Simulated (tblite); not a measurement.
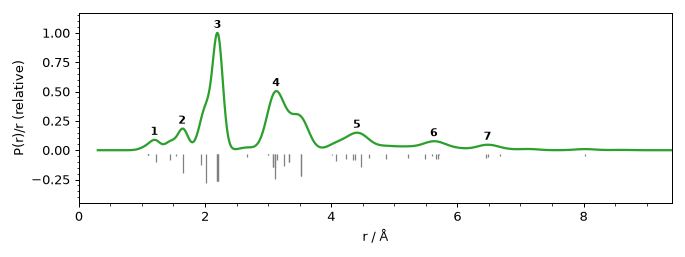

Simulated gas electron diffraction: radial distribution curve of C₃H₄Al₂Cl₃F. Each pair of atoms contributes with weight ZᵢZⱼ/r (bars below the curve); damping constant 0.002 Å²; vibrational amplitudes assumed, not computed: 0.05 Å for bonds, 0.078 Å for bonds to H, 0.06 + 0.015 r up to 0.15 Å for other pairs. The geometry is the end point of an optimisation (GFN2-xTB geometry optimisation, gas phase in tblite 0.8.0); it may be a saddle point or a higher isomer. SMILES: CC#[C][Al@H-]1[Cl+][Al@@-]([F])([Cl])[Cl+]1.

Question: Assign the numbered peaks of the radial distribution curve (– bonded, ··· not bonded).

Answer: Peak 1, 1.20 Å: C–H 1.09 Å (×3), C–C 1.22 Å, not resolved
Peak 2, 1.64 Å: Al–H 1.54 Å, Al–F 1.65 Å, not resolved; in its flanks C–C 1.45 Å
Peak 3, 2.20 Å: Cl–Al 2.02–2.20 Å (×5), not resolved
Peak 4, 3.13 Å: Cl···F 3.08–3.26 Å (×3), Al···Al 3.10 Å, Cl···Cl 3.12 Å, Cl···C 3.33–3.34 Å (×2), not resolved; in its flanks Cl···Cl 3.52 Å
Peak 5, 4.41 Å: Al···C 4.23–4.59 Å (×2), Cl···C 4.35–4.37 Å (×2), Cl···Al 4.48 Å, not resolved; in its flanks Al···F 4.08 Å, Cl···C 4.86 Å
Peak 6, 5.63 Å: Cl···C 5.49–5.69 Å (×3), F···C 5.59 Å, Cl···H 5.72–5.97 Å (×4), not resolved; in its flanks Al···C 5.22 Å
Peak 7, 6.48 Å: Cl···H 6.43–6.45 Å (×2), Cl···C 6.45 Å, Al···C 6.49 Å, F···C 6.68 Å, not resolved
